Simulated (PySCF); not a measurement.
Coordinates of C₂H₇BS₂, SMILES CSBSC (Å):

```xyz
12

C     -2.1648    -0.6279     0.4723
S     -1.4269     0.8028     1.3101
B      0.2058     0.9246     0.6124
S      0.8026    -0.2192    -0.6217
C      2.4727     0.4010    -0.9790
H     -3.2039    -0.7104     0.8155
H     -1.6237    -1.5499     0.7274
H     -2.1515    -0.4891    -0.6179
H      0.8986     1.8233     1.0200
H      2.9564    -0.3289    -1.6414
H      2.4249     1.3718    -1.4894
H      3.0596     0.4935    -0.0564
```

GIAO shifts, PBE0/pcSseg-1 (IEF-PCM chloroform), PySCF, at a PBE0-D3(BJ)/def2-SVP geometry (no frequency check), against BF₃.OEt₂ for ¹¹B, CS₂ for ³³S and TMS for ¹³C computed at the same level. fully decoupled, line heights follow the number of nuclei, widths are arbitrary (no quadrupolar broadening); values of one conformer, averaged over nuclei that symmetry or rotation about single bonds exchange, these motions taken as fast; other conformers aren't averaged in.

> Which ¹¹B signals does it give?

1 signal.


```csv
δ (ppm),nuclei,atoms
63.1,1,B3
```

> Which ³³S signals does it give?

1 signal.


| δ (ppm) | nuclei | atoms |
| --- | --- | --- |
| 10.1 | 2 | S2, S4 |

> Predict the ¹³C spectrum.

1 signal.


| δ (ppm) | nuclei | atoms |
| --- | --- | --- |
| 18.0 | 2 | C1, C5 |

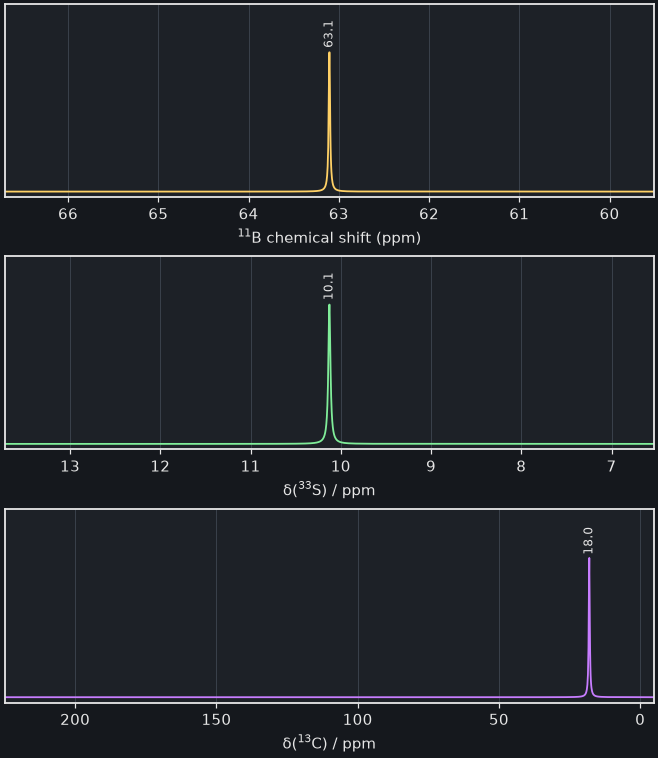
